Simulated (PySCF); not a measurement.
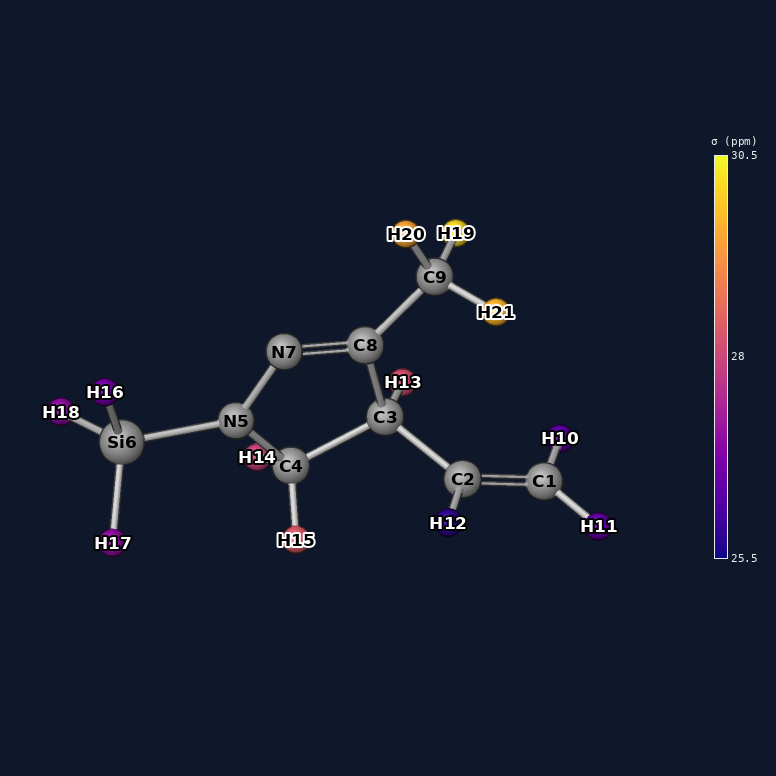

Atoms are coloured by their isotropic NMR shieldings (H only, the others grey). The computed structure is the end point of a GFN2-xTB optimisation. No frequency run is at hand to confirm it as a minimum. Method: GIAO PBE0/pcSseg-1 NMR shielding, non-relativistic, gas phase (PySCF 2.14.0).

Q: Which H atom is the most shielded (lowest chemical shift)?

A: H19 (30.11 ppm).

Q: Which H atom is the least shielded (highest chemical shift)?

A: H12 (25.83 ppm).

Q: How wide is the range of H shifts?

A: 4.28 ppm.

List the isotropic NMR shieldings of the H atoms.

```csv
atom,σ (ppm)
H10,26.34
H11,26.42
H12,25.83
H13,28.15
H14,27.97
H15,28.36
H16,26.61
H17,27.00
H18,26.96
H19,30.11
H20,29.49
H21,29.72
```

The geometry is semi-empirical. Around Si such bond lengths and angles can be off by a tenth of an ångström or more and by several degrees, and values that hang on the shape move with them.
